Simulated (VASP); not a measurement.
Given:

```
CELL_PARAMETERS angstrom
      2.86853     0.00000     0.00000
      0.00000     2.86853     0.00000
      0.00000     0.00000     2.86853
ATOMIC_POSITIONS crystal
  Al 0.50000 0.50000 0.50000
  Fe 0.00000 0.00000 0.00000
```

Level of theory: PW91 GGA, VASP's PBE PAW potentials (set 64) (plane waves; VASP). Numerical set-up: 520 eV cut-off, 14×14×14 Γ-centred mesh, tetrahedra with Blöchl corrections, potentials Al Fe.

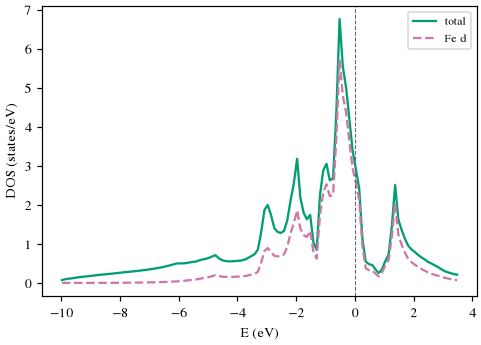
Total and projected density of states, zero at the Fermi level

Within 2 eV below the Fermi level the largest weight inside VASP's projection spheres is Fe d.

It has no gap at this level: it comes out as a metal or semimetal.

The compound is FeAl in the CsCl type structure. It was relaxed first. The run is not spin-polarised, so no magnetic state was tried. The electron count is odd and the run is not spin-polarised, which forces a metal.
